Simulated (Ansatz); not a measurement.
## Computed scan of one atom of the cell: AlN (wurtzite)

Starting cell, AlN (wurtzite):

```xyz
4
Lattice="3.1067 0.0000 0.0000 -1.5534 2.6905 0.0000 0.0000 0.0000 4.9785" Properties=species:S:1:pos:R:3 pbc="T T T"
Al     0.0000     1.7937     4.9615
Al     1.5534     0.8968     2.4723
N      0.0000     1.7937     1.8829
N      1.5534     0.8968     4.3721
```

Scan: atom 4 (N, nearest neighbour Al at 1.888 Å; its periodic images, 3.1 Å or more away, move with it) is displaced along Cartesian x, direction (1.000, 0.000, 0.000) in Cartesian axes, by s. The other atoms stay.

Level of theory: r2SCAN (plane waves to 500 eV, PAW, scalar-relativistic; Ansatz, a quantum-chemistry and plane-wave program). k mesh 10×10×6 (Γ-centred), Fermi-Dirac smearing 0.05 eV. Energies are smeared free energies. F⊥ is the part of the force across the line. AlN was relaxed with its symmetry unable to fall. ΔE is measured from the undisplaced structure.

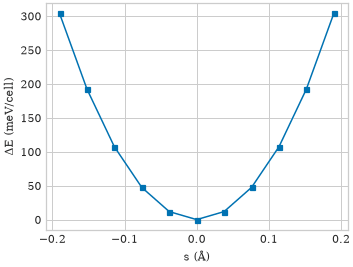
ΔE (meV/cell) against s (Å); one marker a computed point.

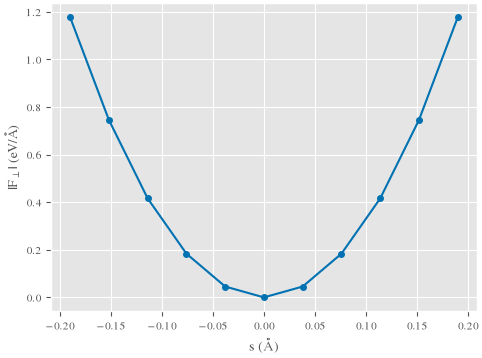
*|F⊥| (eV/Å) against s (Å); computed points joined by lines.*

The force constant k = d²E/ds² at s = 0 (finite differences) comes out as 16.3 eV/Å² and the force along the line at s = -0.190 Å comes out as 3.29 eV/Å. Harmonic estimate at the end of the scan: ½ks² = 295 meV/cell against the computed 304 meV/cell, so the well is close to harmonic there. Symmetry of the curve: even: the same for both signs. Shape of the curve: a single well with its minimum at or next to zero displacement.

The forces along the line at the two nearest points give (0.622 − (-0.622)) / (2·0.038) = 16.37 eV/Å²; the next pair corrects for the finite step.

(For displaced atoms, the force is minus the slope of the energy, and its curvature is a force constant, which sets phonon frequencies.)
